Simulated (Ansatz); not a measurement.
```xyz
8

Cl    1.9920   -1.4995   -0.6017
Cl   -0.5525    0.4126   -2.4583
Cl    1.4770    2.0755    0.1290
Ga    0.7088    0.2373   -0.7110
N    -0.7032   -0.2576    0.7147
H    -0.7148    0.4447    1.4565
H    -1.6310   -0.3030    0.2894
H    -0.4841   -1.1670    1.1254
```

Geometry: PBE0-D4/def2-SVP.

Computed with isolated molecule in a Gaussian basis; Kohn-Sham density functional theory, functional PBE0 in Ansatz.

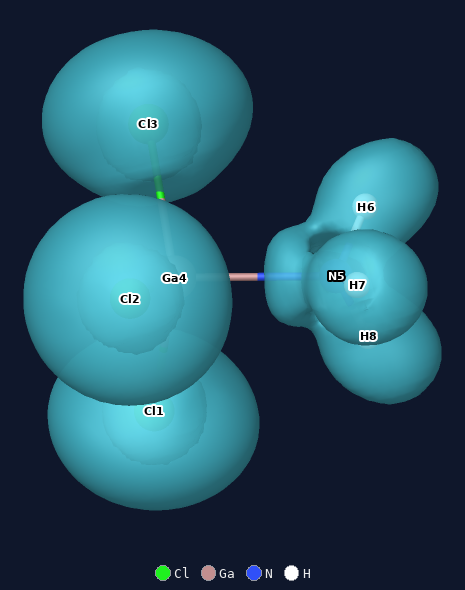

Cl₃GaH₃N (SMILES [NH3+][Ga-]([Cl])([Cl])[Cl]). Isosurface of the electron localisation function at 0.75 (cyan), seen across its widest extent. Only the valence region is drawn (cores and ρ < 0.01 e/Å³ removed).

Where are the electrons localised?

The surface consists of three regions wrapped around Cl (the valence shell of each) and one joined region spread over several atoms (H, N), in which their bonds and any lone pairs are merged.

Values along the shortest contacts:
Ga–N (2.07 Å): the ELF peaks at about 0.95 in the valence shell of N, 0.6 Å from its nucleus, and is about 0.35 at the midpoint. Ga–Cl (2.16 Å): the ELF peaks at about 0.85 in the valence shell of Cl, 0.9 Å from its nucleus, and is about 0.60 at the midpoint.
